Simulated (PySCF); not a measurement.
```xyz
2

Ni    0.0000    0.0000   -0.4381
F     0.0000    0.0000    1.3359
```

Level of theory: PySCF 2.14.0, PBE0/def2-TZVP, non-relativistic Hamiltonian with scalar-relativistic core potentials where named, at a bond length of 1.774 Å.

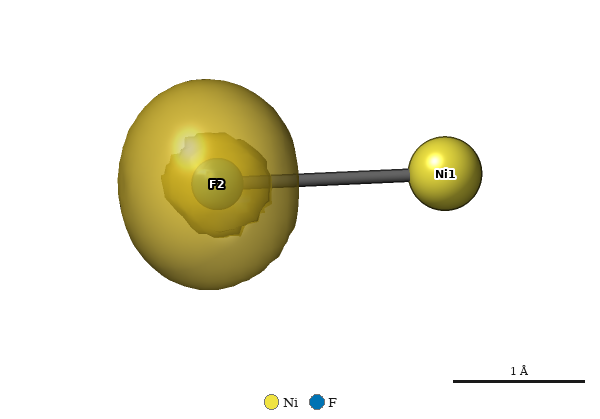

NiF (doublet). Isosurface of the ELF at 0.75 (yellow), seen from one side. Only the valence region is drawn (cores and ρ < 0.01 e/Å³ removed).

> Describe the localisation domains.

The surface consists of one region wrapped around F (its valence shell). Along the contacts the grid gives the following. Ni–F (1.77 Å): the ELF peaks at about 0.85 in the valence shell of F, 0.5 Å from its nucleus, and is about 0.15 at the midpoint.
